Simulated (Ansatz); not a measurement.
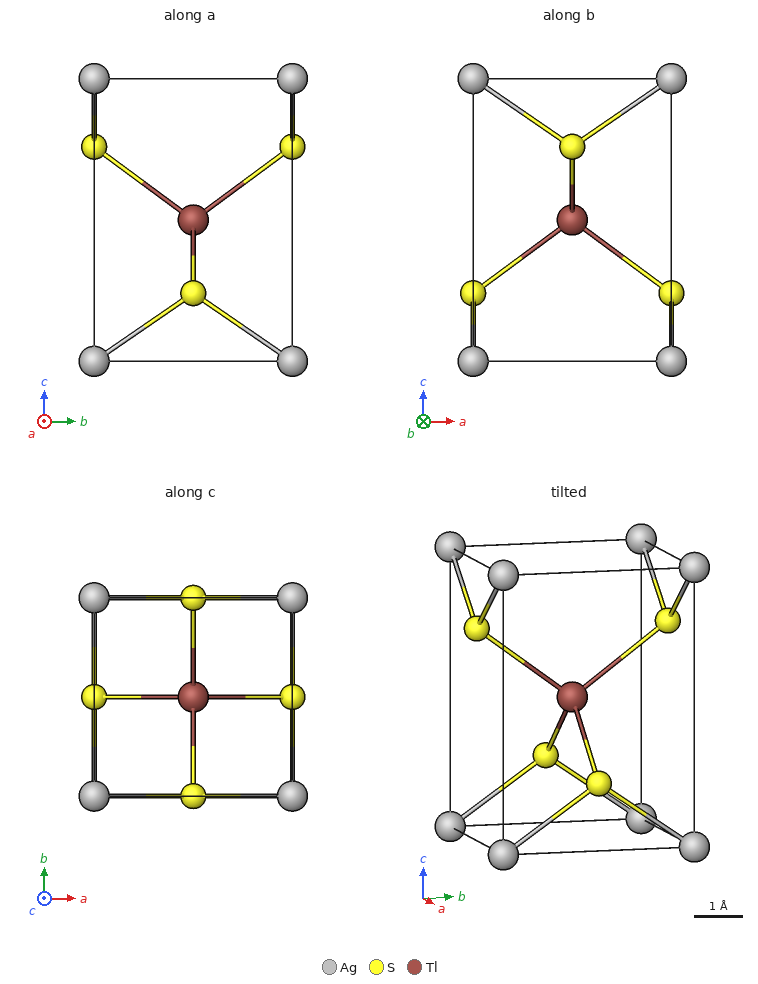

Drawn in the ball-and-stick manner and seen along the a axis, along the b axis, along the c axis and slightly off an axis. The edges of the conventional unit cell are marked.

Lattice parameters: a = 4.203 Å, b = 4.203 Å, c = 5.993 Å, α = 90.00°, β = 90.00°, γ = 90.00°.

Reconstruct the structure as a table of Wyckoff sites, with free fractional coordinates to two decimals.

Space group P-4m2 (No. 115).
```json
{"atom": "Ag", "site": "1a", "x": "0.00", "y": "0.00", "z": "0.00"}
{"atom": "S", "site": "2g", "x": "0.00", "y": "0.50", "z": "0.24"}
{"atom": "Tl", "site": "1c", "x": "0.50", "y": "0.50", "z": "0.50"}
```

It goes back to a structure type filled with these elements by a generator (whether the compound takes this form wasn't checked). The picture shows the end point of a geometry optimisation with DFT, PBE, plane waves, PAW (Ansatz).
